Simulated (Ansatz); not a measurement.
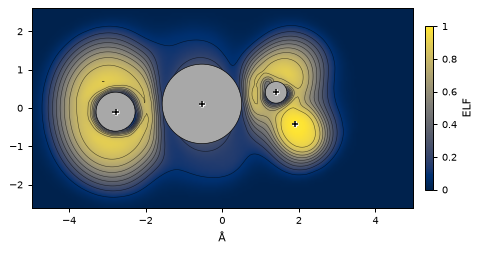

The ELF on a plane through atoms (crosses mark nuclei in the plane; grey discs cover the cores).

These are results of Ansatz 0.2.0, RKS PBE0-D4/def2-TZVPP, not measurements.

Candidates:
A. CdClHO (SMILES [OH][Cd][Cl])
B. CH5BSe (SMILES B[Se]C)
C. C2H7N (SMILES CCN)

**Which system is this?**

Candidate A: CdClHO on the molecular plane, which holds O, Cd, Cl and H. Cd–O (1.96 Å): the ELF peaks at about 0.80 in the valence shell of O, 0.6 Å from its nucleus, and is about 0.20 at the midpoint. Cd–Cl (2.26 Å): the ELF peaks at about 0.80 in the valence shell of Cl, 0.8 Å from its nucleus, and is about 0.35 at the midpoint.
